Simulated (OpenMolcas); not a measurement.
**Multiconfigurational calculation for Ru³⁺ complex**

System: Ru³⁺ with 6 ligands (H2O; octahedron, 2.04 Å), with no charges around it.
Method: state-averaged SS-CASPT2, IPEA shift 0.25, real shift 0.3 hartree, closed shells 4s 4p of the metal and the valence shells of the ligands correlated, active space 5 electrons in the shell 4d, basis ANO-RCC-VDZP on the metal and ANO-RCC-VDZP on the ligands, DKH2 scalar Hamiltonian, spin-orbit coupling by RASSI with atomic mean-field integrals (OpenMolcas).

### Input file
```
&GATEWAY
Coord
19

Ru 0.0 0.0 0.0
O 2.040000 0.000000 0.000000
H 2.616978 0.779741 0.000000
H 2.616978 -0.779741 0.000000
O 0.000000 2.040000 0.000000
H 0.000000 2.616978 0.779741
H 0.000000 2.616978 -0.779741
O -2.040000 0.000000 0.000000
H -2.616978 0.779741 0.000000
H -2.616978 -0.779741 0.000000
O 0.000000 -2.040000 0.000000
H 0.000000 -2.616978 0.779741
H 0.000000 -2.616978 -0.779741
O 0.000000 0.000000 2.040000
H 0.779741 0.000000 2.616978
H -0.779741 0.000000 2.616978
O 0.000000 0.000000 -2.040000
H 0.779741 0.000000 -2.616978
H -0.779741 0.000000 -2.616978
Basis=Ru.ANO-RCC-VDZP,H.ANO-RCC-VDZP,O.ANO-RCC-VDZP
Group=XYZ
NoMove
AngMom=0.0 0.0 0.0
AMFI
RICD
&SEWARD
&RASSCF
FileOrb=start.orb
Symmetry=1
Spin=6
nActEl=5 0 0
Inactive=24 24
Ras2=5 0
CIRoot=1 1 1
SDav=1
CIMx=300
Iter=150 100
PrWF=0.3
OrbListing=Nothing
MaxOrb=0
LevShft=1.0
>>> COPY $Project.JobIph JOB001
&RASSCF
FileOrb=start.orb
Symmetry=1
Spin=4
nActEl=5 0 0
Inactive=24 24
Ras2=5 0
CIRoot=24 24 1
SDav=24
CIMx=300
Iter=150 100
PrWF=0.3
OrbListing=Nothing
MaxOrb=0
LevShft=1.0
>>> COPY $Project.JobIph JOB002
&RASSCF
FileOrb=start.orb
Symmetry=1
Spin=2
nActEl=5 0 0
Inactive=24 24
Ras2=5 0
CIRoot=75 75 1
SDav=75
CIMx=300
Iter=150 100
PrWF=0.3
OrbListing=Nothing
MaxOrb=0
LevShft=1.0
>>> COPY $Project.JobIph JOB003
&RASSI
NrOfJobIphs=3 1 24 75
1
1 2 3 4 5 6 7 8 9 10 11 12 13 14 15 16 17 18 19 20 21 22 23 24
1 2 3 4 5 6 7 8 9 10 11 12 13 14 15 16 17 18 19 20 21 22 23 24 25 26 27
28 29 30 31 32 33 34 35 36 37 38 39 40 41 42 43 44 45 46 47 48 49 50 51
52 53 54 55 56 57 58 59 60 61 62 63 64 65 66 67 68 69 70 71 72 73 74 75
IphNames
JOB001
JOB002
JOB003
EJob
SpinOrbit
DIPRint=1.0
SOCoupling=1000.0
Subsets=2
Property=9
'ANGMOM' 1 'ANGMOM' 2 'ANGMOM' 3 'MLTPL  1' 1 'MLTPL  1' 2 'MLTPL  1' 3
'AMFI' 1 'AMFI' 2 'AMFI' 3
SOProperty=3
'ANGMOM' 1 'ANGMOM' 2 'ANGMOM' 3
>>> COPY JOB001 $Project.JobIph
&CASPT2
Multistate=1 1
Frozen=11 9
IPEA=0.25
Shift=0.3
MaxIter=60
WThr=0.0 0.3 0.05
PrWF=0.5
NoMix
>>> COPY JOB002 $Project.JobIph
&CASPT2
Multistate=24 1 2 3 4 5 6 7 8 9 10 11 12 13 14 15 16 17 18 19 20 21 22
23 24
NoMult
Frozen=11 9
IPEA=0.25
Shift=0.3
MaxIter=60
WThr=0.0 0.3 0.05
PrWF=0.5
NoMix
>>> COPY JOB003 $Project.JobIph
&CASPT2
Multistate=75 1 2 3 4 5 6 7 8 9 10 11 12 13 14 15 16 17 18 19 20 21 22
23 24 25 26 27 28 29 30 31 32 33 34 35 36 37 38 39 40 41 42 43 44 45 46
47 48 49 50 51 52 53 54 55 56 57 58 59 60 61 62 63 64 65 66 67 68 69 70
71 72 73 74 75
NoMult
Frozen=11 9
IPEA=0.25
Shift=0.3
MaxIter=60
WThr=0.0 0.3 0.05
PrWF=0.5
NoMix
```

The file start.orb holds starting orbitals from an earlier step. A driver script formed the levels outside the program, from RASSI's spin-orbit matrix and the CASPT2 energies (for multi-state variants, the effective Hamiltonian), averaged over the components of each term or state. The log and the time are those of the CASPT2 step.

Hardware: 1 thread of Intel Xeon (Granite Rapids), 192 GiB of memory available, shared host.

Run as:
```bash
OMP_NUM_THREADS=1 MOLCAS_MEM=3686 MOLCAS_PROJECT=a pymolcas a.inp > a.log  # once for each step of the input, in one work folder
```

### Log (extracts)
```
--- CASPT2 ---
Orbital specifications:
      -----------------------

      Symmetry species                           1   2
                                                ag  au
      Frozen orbitals                           11   9
      Inactive orbitals                         13  15
      Active orbitals                            5   0
      Secondary orbitals                        64  70
      Deleted orbitals                           0   0
      Number of basis functions                 93  94
Type of calculation                        SS-CASPT2
      Fock operator                              state-specific
      IPEA shift                                 0.25
      Real shift                                 0.30
      Imaginary shift                            0.00
      The input orbitals will be transformed to quasi-canonical
Reference energy:       -4982.9542810583
      E2 (Non-variational):      -1.5218966710
      Shift correction:          -0.1075202850
      E2 (Variational):          -1.6294169561
      Total energy:           -4984.5836980144
      Residual norm:              0.0000004688
      Reference weight:           0.73616
      Contributions to the CASPT2 correlation energy
      Active & Virtual Only:         -0.0483921787
      One Inactive Excited:          -0.2059686048
      Two Inactive Excited:          -1.2675358875
::    CASPT2 Root  1     Total energy:  -4984.58369801
--- CASPT2 ---
Orbital specifications:
      -----------------------

      Symmetry species                           1   2
                                                ag  au
      Frozen orbitals                           11   9
      Inactive orbitals                         13  15
      Active orbitals                            5   0
      Secondary orbitals                        64  70
      Deleted orbitals                           0   0
      Number of basis functions                 93  94
Type of calculation                        SS-CASPT2
      Fock operator                              state-specific
      IPEA shift                                 0.25
      Real shift                                 0.30
      Imaginary shift                            0.00
      The input orbitals will be transformed to quasi-canonical
Reference energy:       -4982.9436385160
      E2 (Non-variational):      -1.5490231905
      Shift correction:          -0.1104784525
      E2 (Variational):          -1.6595016430
      Total energy:           -4984.6031401590
      Residual norm:              0.0000001071
      Reference weight:           0.73085
      Contributions to the CASPT2 correlation energy
      Active & Virtual Only:         -0.0551947413
      One Inactive Excited:          -0.2085749939
      Two Inactive Excited:          -1.2852534553
Reference energy:       -4982.9436385160
      E2 (Non-variational):      -1.5483351566
      Shift correction:          -0.1103476409
      E2 (Variational):          -1.6586827976
      Total energy:           -4984.6023213136
      Residual norm:              0.0000000986
      Reference weight:           0.73109
      Contributions to the CASPT2 correlation energy
      Active & Virtual Only:         -0.0550114240
      One Inactive Excited:          -0.2082398877
      Two Inactive Excited:          -1.2850838450
::    CASPT2 Root  1     Total energy:  -4984.60314016
::    CASPT2 Root  2     Total energy:  -4984.60232131
::    CASPT2 Root  3     Total energy:  -4984.60323048
::    CASPT2 Root  4     Total energy:  -4984.58090506
::    CASPT2 Root  5     Total energy:  -4984.58111435
::    CASPT2 Root  6     Total energy:  -4984.58124939
::    CASPT2 Root  7     Total energy:  -4984.49806363
::    CASPT2 Root  8     Total energy:  -4984.49701680
::    CASPT2 Root  9     Total energy:  -4984.49713967
::    CASPT2 Root 10     Total energy:  -4984.48753385
::    CASPT2 Root 11     Total energy:  -4984.48799028
::    CASPT2 Root 12     Total energy:  -4984.48728965
::    CASPT2 Root 13     Total energy:  -4984.47976394
::    CASPT2 Root 14     Total energy:  -4984.47981334
::    CASPT2 Root 15     Total energy:  -4984.44631967
::    CASPT2 Root 16     Total energy:  -4984.44648130
::    CASPT2 Root 17     Total energy:  -4984.44649842
::    CASPT2 Root 18     Total energy:  -4984.44494234
::    CASPT2 Root 19     Total energy:  -4984.35905999
::    CASPT2 Root 20     Total energy:  -4984.35697747
::    CASPT2 Root 21     Total energy:  -4984.35885455
::    CASPT2 Root 22     Total energy:  -4984.33495515
::    CASPT2 Root 23     Total energy:  -4984.33498910
::    CASPT2 Root 24     Total energy:  -4984.33517615
--- CASPT2 ---
Orbital specifications:
      -----------------------

      Symmetry species                           1   2
                                                ag  au
      Frozen orbitals                           11   9
      Inactive orbitals                         13  15
      Active orbitals                            5   0
      Secondary orbitals                        64  70
      Deleted orbitals                           0   0
      Number of basis functions                 93  94
Type of calculation                        SS-CASPT2
      Fock operator                              state-specific
      IPEA shift                                 0.25
      Real shift                                 0.30
      Imaginary shift                            0.00
      The input orbitals will be transformed to quasi-canonical
Reference energy:       -4982.9861575593
      E2 (Non-variational):      -1.5598777339
      Shift correction:          -0.1110686518
      E2 (Variational):          -1.6709463857
      Total energy:           -4984.6571039450
      Residual norm:              0.0000007472
      Reference weight:           0.72981
      Contributions to the CASPT2 correlation energy
      Active & Virtual Only:         -0.0566839733
      One Inactive Excited:          -0.2051676824
      Two Inactive Excited:          -1.2980260781
Reference energy:       -4982.9861575592
      E2 (Non-variational):      -1.5597673527
      Shift correction:          -0.1110435306
      E2 (Variational):          -1.6708108833
      Total energy:           -4984.6569684425
      Residual norm:              0.0000007305
      Reference weight:           0.72985
      Contributions to the CASPT2 correlation energy
      Active & Virtual Only:         -0.0566608448
      One Inactive Excited:          -0.2051385188
      Two Inactive Excited:          -1.2979679891
::    CASPT2 Root  1     Total energy:  -4984.65710395
::    CASPT2 Root  2     Total energy:  -4984.65696844
::    CASPT2 Root  3     Total energy:  -4984.65709551
::    CASPT2 Root  4     Total energy:  -4984.55980345
::    CASPT2 Root  5     Total energy:  -4984.56119744
::    CASPT2 Root  6     Total energy:  -4984.56084557
::    CASPT2 Root  7     Total energy:  -4984.56239556
::    CASPT2 Root  8     Total energy:  -4984.55048510
::    CASPT2 Root  9     Total energy:  -4984.55067839
::    CASPT2 Root 10     Total energy:  -4984.55087651
::    CASPT2 Root 11     Total energy:  -4984.54597880
::    CASPT2 Root 12     Total energy:  -4984.54621570
::    CASPT2 Root 13     Total energy:  -4984.52797743
::    CASPT2 Root 14     Total energy:  -4984.52770314
::    CASPT2 Root 15     Total energy:  -4984.52679162
::    CASPT2 Root 16     Total energy:  -4984.52116814
::    CASPT2 Root 17     Total energy:  -4984.52034802
::    CASPT2 Root 18     Total energy:  -4984.52185777
::    CASPT2 Root 19     Total energy:  -4984.51027023
::    CASPT2 Root 20     Total energy:  -4984.48625609
::    CASPT2 Root 21     Total energy:  -4984.48609712
::    CASPT2 Root 22     Total energy:  -4984.45900254
::    CASPT2 Root 23     Total energy:  -4984.45358019
::    CASPT2 Root 24     Total energy:  -4984.45342810
::    CASPT2 Root 25     Total energy:  -4984.45334830
::    CASPT2 Root 26     Total energy:  -4984.44364946
::    CASPT2 Root 27     Total energy:  -4984.44365734
::    CASPT2 Root 28     Total energy:  -4984.43366603
::    CASPT2 Root 29     Total energy:  -4984.43367326
::    CASPT2 Root 30     Total energy:  -4984.43337114
```

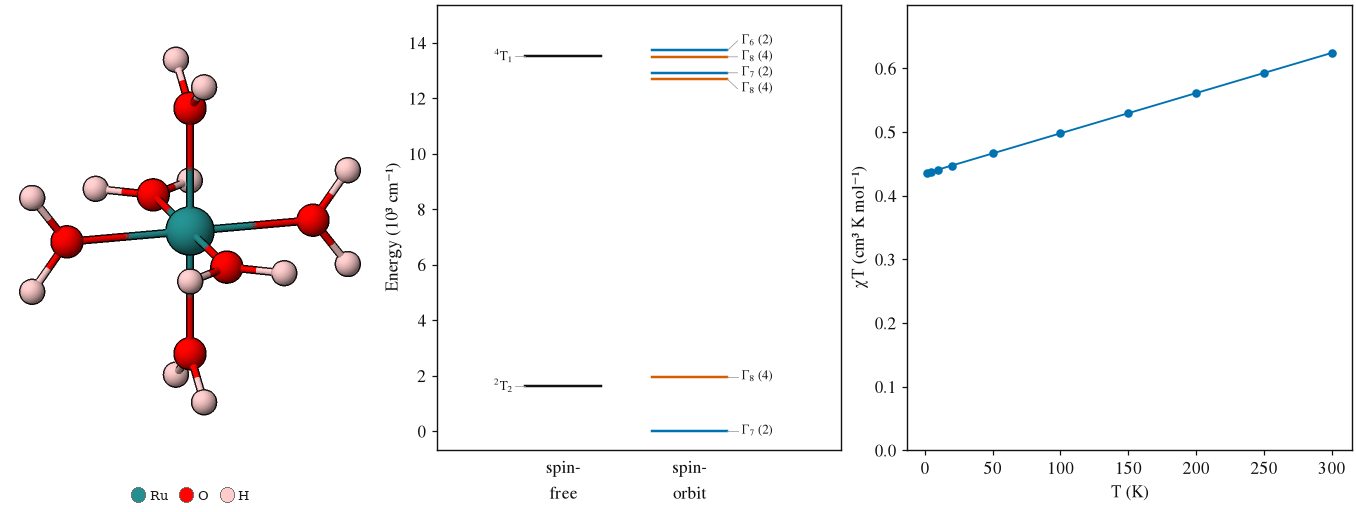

*Ru³⁺ (4d⁵) with 6 ligands, H₂O, at 2.04 Å (arrangement: octahedron, Th), and its levels and susceptibility. Labels give the representation in O, Td, D4 or D3 as the site allows (double group for half-integer spin) where it could be assigned and, in brackets, the degeneracy; spin-free states, where drawn, share the zero of the spin-orbit levels. Powder susceptibility by Van Vleck's formula.*

The ground level is Γ₇, a Kramers doublet, 98 % from states of spin multiplicity 2. Its principal g values are 2.15, 2.15 and 2.15, isotropic. The next level lies at 1,960 cm⁻¹ (Γ₈). The lowest spin-free state is ²T₂. χT is 0.436 cm³ K mol⁻¹ at 2 K and 0.624 at 300 K, an effective moment of 2.23 μB.

### Key numbers

```
                                 quantity                                                     value
                                  outcome  converged; degenerate states are split by up to 457 cm⁻¹
      energy of the lowest spin-free term                                       −4984.65706 hartree
    energy of the lowest spin-orbit level                                       −4984.66448 hartree
                CASPT2 correlation energy                                           −1.6709 hartree
largest spread among components of a term                                                457.1 cm⁻¹
                  lowest reference weight                                                     0.726
                                wall time                                                   8.8 min
                              peak memory                                                  0.38 GiB
```

### Remarks

The components of ⁴T1, which symmetry makes degenerate, are split by 457 cm⁻¹ in CASPT2, and those of 18 more by over 50 cm⁻¹. This is an artefact; the levels of such states rest on averages and are uncertain by about as much. Limits: small active space favours high spin, ground spin may be wrong; distances are set from ionic radii, not optimised.
